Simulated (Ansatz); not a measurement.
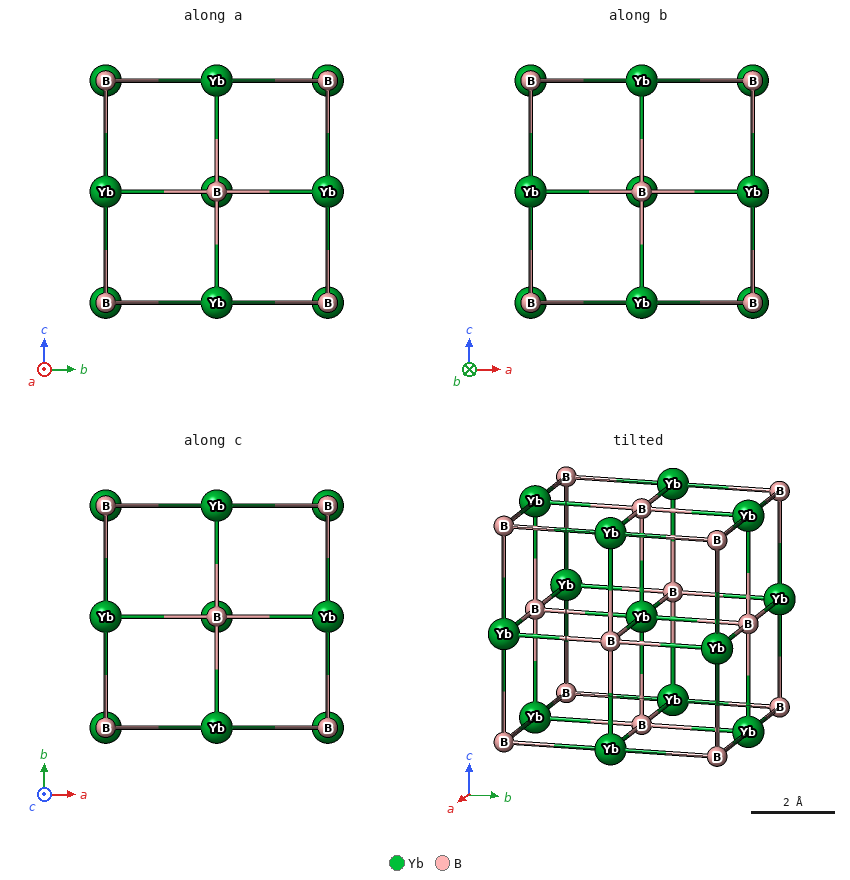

A ball-and-stick rendering, viewed along the a axis, along the b axis, along the c axis and slightly off an axis. The conventional unit cell is outlined; an atom on or near a face, edge or corner is repeated at each equivalent position.

Lattice parameters: a = 5.370 Å, b = 5.370 Å, c = 5.370 Å, α = 90.00°, β = 90.00°, γ = 90.00°. Put a along x and b in the xy plane.

### From the views, write a POSCAR file.

```
Yb B
1.0
     5.370    0.000    0.000
     0.000    5.370    0.000
     0.000    0.000    5.370
Yb B
4 4
Direct
  0.5000 0.0000 0.0000
  0.5000 0.5000 0.5000
  0.0000 0.0000 0.5000
  0.0000 0.5000 0.0000
  0.0000 0.0000 0.0000
  0.0000 0.5000 0.5000
  0.5000 0.0000 0.5000
  0.5000 0.5000 0.0000
```

The structure comes from a structure type filled with these elements by a generator (whether the compound takes this form wasn't checked). Earlier steps of the study, as a rule a relaxation of our own, may have changed the cell and positions, so they can lie some per cent off the listed ones. A calculation with Ansatz used it as input.
